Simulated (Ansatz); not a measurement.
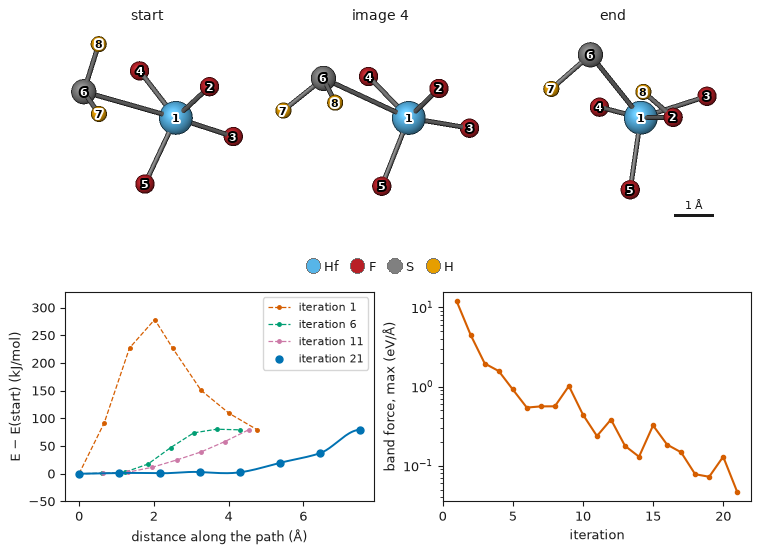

A nudged-elastic-band calculation for HfH2SF4. Images are numbered from 0 (start) to 7 (end). The plot follows the band through its iterations. The picture is a ball-and-stick view, seen from a free direction.

These are results of RKS PBE/def2-SVP (Ansatz), not measurements. Settings: 6 movable images; no climbing image; force threshold 0.05 eV/Å; iteration limit 60; starting path through a guess of the saddle point.

Q: How did the profile develop, and is the result final?

A: The run is converged, with reservations. The band converged in 21 iterations. The largest component of the band force went from 12 to 0.047 eV/Å. The first iteration put the highest image at 278.5 kJ/mol. No barrier shows: the energy is highest at the end, and the end lies 79.2 kJ/mol above the start.
